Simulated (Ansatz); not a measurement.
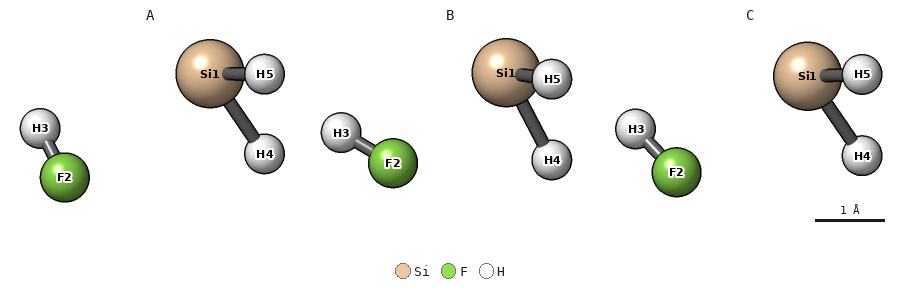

3 geometries from one relaxation of SiH3F, in shuffled order. The picture is a ball-and-stick view, seen from a free direction.

The run prepares an end point of a later path (reaction) calculation, from a guessed geometry.

Level of theory: RKS PBE0-D4/def2-SVPD in Ansatz 0.2.0. Set-up: no spin polarisation; force threshold 0.03 eV/Å; at most 50 steps.

Order the frames from highest to lowest energy.

A, C, B. They are steps 0, 1, 6, at +2.58 kcal/mol, +2.20 kcal/mol relative to the last. The energy falls by 2.58 kcal/mol in 5 accepted moves (6 points after the start). The largest force component goes from 0.27 to 0.012 eV/Å. The line search rejected the trial step at point 5 of the run. F2 moves most after the best rigid fit: 0.48 Å. Largest moves by element: F 0.48 Å, H 0.21 Å, Si 0.06 Å. Among the contacts that change: Si1–F2 2.786 → 2.282 Å, Si1–H4 1.523 → 1.528 Å. Cost: 10 s on 1 thread of Arm Neoverse V1, on a shared host, peak memory 0.12 GiB.

Limits of the set-up: the start holds two separate molecules, 2.7 Å apart at their closest, whose relative position is a soft coordinate.
